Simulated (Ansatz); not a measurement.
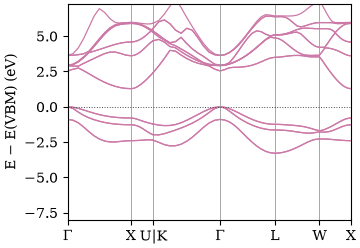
Figure: Band structure from plane-wave PAW PBEsol with spin–orbit coupling (Ansatz code)

**Question.** Read off the gap and where the band edges lie.

**Answer.** About 1.3 eV (1.28 eV by a search for the band edges); maximum at Γ, minimum at X.

The material is SrTe (rock salt, space group No. 225).

Space group Fm-3m (rock salt). The PBEsol relaxation kept the symmetry of its start.

Potentials: the later of the program's two PAW sets.
